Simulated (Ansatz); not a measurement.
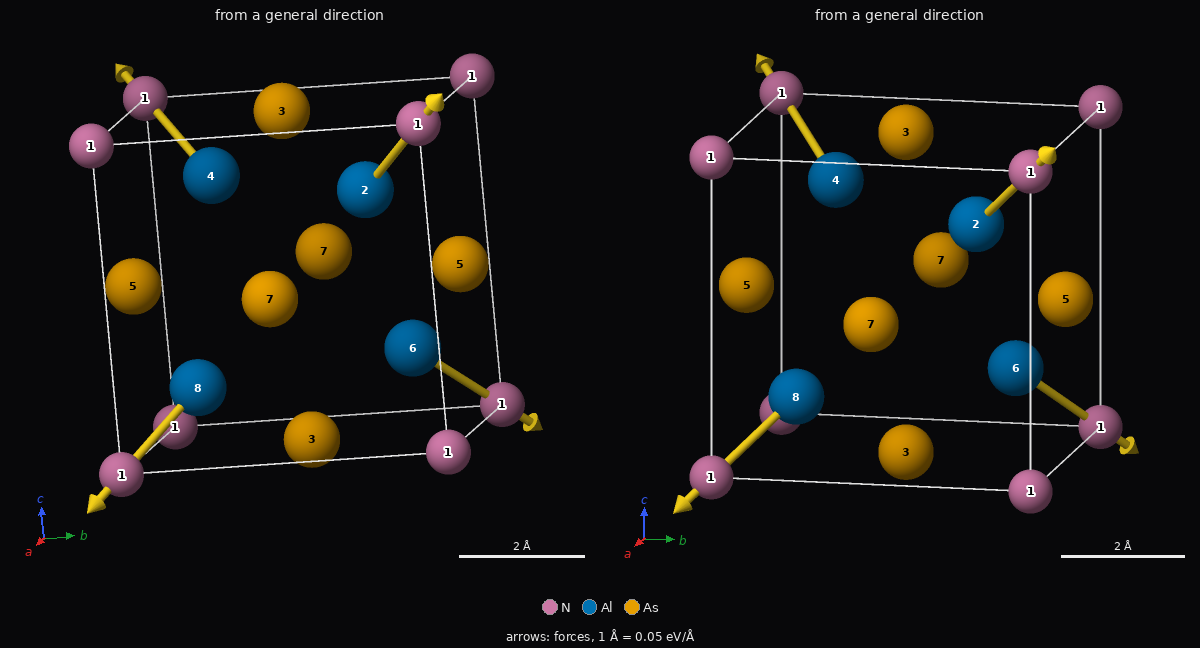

Shown here is a spheres-only view of the crystal, taken from two general directions. The wireframe shows the simulation cell. The arrows are the computed forces on the atoms.

System: Al4As3N. Method used: DFT, PBE, plane waves, PAW (Ansatz). It ran with a cutoff energy of 420 eV, a 6×6×6 k-point grid, Fermi-Dirac smearing of 0.02 eV, no spin polarisation.

### Is the structure at a minimum of the energy?

No. The atoms still feel forces of up to about 0.12 eV/Å, above a usual threshold of 0.01 to 0.03 eV/Å.

### Which atom has the biggest force on it?

All Al atoms, about 0.12 eV/Å.

Starting structure: a structure type filled with these elements by a generator (whether the compound takes this form wasn't checked). Earlier steps of the study may have refined or changed the cell and positions. It went into a calculation with Ansatz.
